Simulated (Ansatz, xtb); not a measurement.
## Ligand exchange: C3H5N + HOF → C3H5NO + HF

Species: C3H5N (propanenitrile) `CCC#N`, singlet; HOF (hypofluorous acid) `OF`, singlet; C3H5NO (3-hydroxypropionitrile) `N#CCCO`, singlet; HF (hydrogen fluoride), singlet. The partners trade H for OH: C–H and F–OH bonds give way to C–OH and F–H.

Shapes, held fixed at every level: PBE0-D4/def2-TZVP. Flexible molecules stand in one conformer, not always the lowest. Programs: Ansatz 0.2.0, xtb 6.7.1. The zero-point and thermal change to 298 K, harmonic and unscaled (PBE0-D4/def2-TZVP), is +2.5 kJ/mol.

```json
{"level": "GFN2-xTB", "kind": "semi-empirical", "ΔH(298 K) (kJ/mol)": "-228.8", "less CCSD(T)/CBS estimate": "+107.6"}
{"level": "PBE-D4/def2-TZVPP", "kind": "GGA", "ΔH(298 K) (kJ/mol)": "-302.7", "less CCSD(T)/CBS estimate": "+33.7"}
{"level": "B3LYP-D4/def2-TZVPP", "kind": "global hybrid", "ΔH(298 K) (kJ/mol)": "-314.1", "less CCSD(T)/CBS estimate": "+22.3"}
{"level": "wB97X-V/def2-TZVPP", "kind": "range-separated hybrid", "ΔH(298 K) (kJ/mol)": "-317.5", "less CCSD(T)/CBS estimate": "+18.9"}
{"level": "B2PLYP/def2-TZVPP", "kind": "double hybrid", "ΔH(298 K) (kJ/mol)": "-323.9", "less CCSD(T)/CBS estimate": "+12.5"}
{"level": "MP2/def2-SVP", "kind": "perturbation theory", "ΔH(298 K) (kJ/mol)": "-333.1", "less CCSD(T)/CBS estimate": "+3.3"}
{"level": "CCSD(T)/def2-TZVPP", "kind": "coupled cluster or CI", "ΔH(298 K) (kJ/mol)": "-328.2", "less CCSD(T)/CBS estimate": "+8.2"}
{"level": "CCSD(T)/CBS estimate", "kind": "coupled cluster or CI", "ΔH(298 K) (kJ/mol)": "-336.4", "less CCSD(T)/CBS estimate": "0.0"}
```

The highest level, CCSD(T)/CBS estimate, gives ΔH(298 K) = -336.4 kJ/mol; the levels span -336.4 to -228.8. GFN2-xTB strays far from the other rows. The column of differences is taken from that level and isn't an error. No measured value is set beside it here. The CBS estimate extrapolates MP2 from def2-TZVPP and def2-QZVPP and adds CCSD(T) − MP2 in the triple-zeta set, cores frozen.

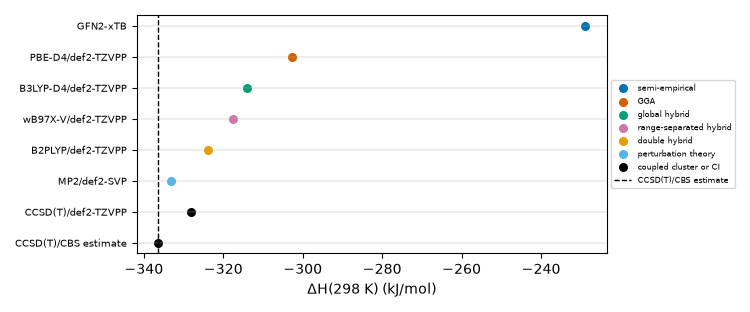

The values of the table, level by level.
